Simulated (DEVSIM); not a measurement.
System: Co/Al2O3/p-Si capacitor, at 300 K.

```csv
layer (left to right),material,thickness (nm),Na (cm⁻³)
1,Al2O3,5.80,-
2,Si,13000,1.9e15
```

Metal gate on the left, work function 5 eV. Fixed charge at the semiconductor interface -6.2e10 cm⁻² (in units of +e); interface traps 3.1e11 cm⁻² eV⁻¹, uniform in energy, neutral level at 0.7 of the gap above the valence band.

This is a model device: material constants are rounded textbook-type values typed into the input, and sizes, dopings and lifetimes were drawn at random. Values at 300 K.

```
parameter      Al2O3       Si
-------------  -----  -------
gap (eV)         6.8    1.124
affinity (eV)   1.35     4.05
permittivity       9     11.7
Nc (cm⁻³)          -  2.86e19
Nv (cm⁻³)          -   3.1e19
```

Model (solved in DEVSIM): 1D Poisson equation in equilibrium, Boltzmann statistics, complete ionisation; no quantum confinement or tunnelling. Metal contacts follow the ideal Schottky-Mott rule: no Fermi-level pinning, no interface dipoles.

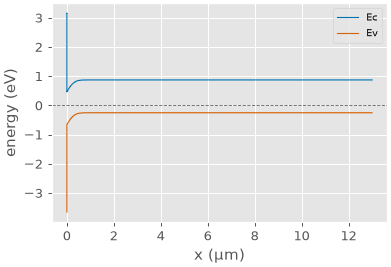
*Band edges at 0.5 V on the gate*

Energies count from the Fermi level of the right contact; mesh points crowd at the junctions.

```
x (μm)    Ec (eV)  Ev (eV)  n (cm⁻³)  p (cm⁻³)  field (V/cm)
--------  -------  -------  --------  --------  ------------
0.000       3.150   -3.650     < 1e2     < 1e2         24000
0.001351    3.153   -3.647     < 1e2     < 1e2         24000
0.003452    3.158   -3.642     < 1e2     < 1e2         24000
0.005258    3.163   -3.637     < 1e2     < 1e2         24000
0.007004    0.466   -0.658    4.3e11     2.7e8         15000
0.01054     0.471   -0.653    3.5e11     3.3e8         15000
0.01889     0.483   -0.641    2.2e11     5.4e8         15000
0.05131     0.529   -0.595    3.7e10     3.2e9         14000
0.1173      0.613   -0.511     1.4e9    8.1e10         12000
0.2766      0.763   -0.361   4400000    2.7e13          7100
0.6612      0.870   -0.254     70000    1.7e15           380
2.155       0.873   -0.251     61000    1.9e15           ≈ 0
5.196       0.873   -0.251     61000    1.9e15           ≈ 0
9.593       0.873   -0.251     61000    1.9e15           ≈ 0
11.96       0.873   -0.251     61000    1.9e15           ≈ 0
12.59       0.873   -0.251     61000    1.9e15           ≈ 0
12.83       0.873   -0.251     61000    1.9e15           ≈ 0
12.94       0.873   -0.251     61000    1.9e15           ≈ 0
12.98       0.873   -0.251     61000    1.9e15           ≈ 0
13.00       0.873   -0.251     61000    1.9e15           ≈ 0
13.00       0.873   -0.251     61000    1.9e15           ≈ 0
13.01       0.873   -0.251     61000    1.9e15           ≈ 0
```
